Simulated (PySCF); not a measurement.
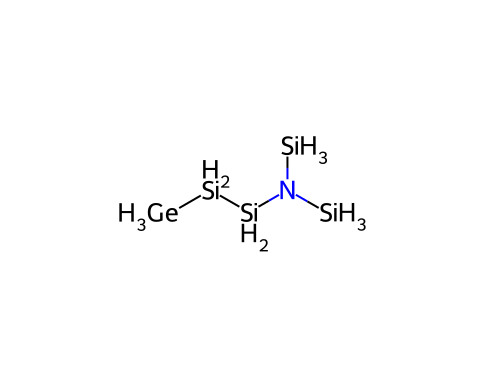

Figure made from data computed with PySCF.

A structural formula.

Question: Transcribe the drawing into SMILES.

Answer: [SiH3]N([SiH3])[SiH2][SiH2][GeH3]

Question: Give the formula, hydrogens included.

Answer: GeH13NSi4.

Question: An optimisation with PBE0-D3(BJ)/def2-SVP gave a structure of which point group?

Answer: C1. Other conformers may differ.
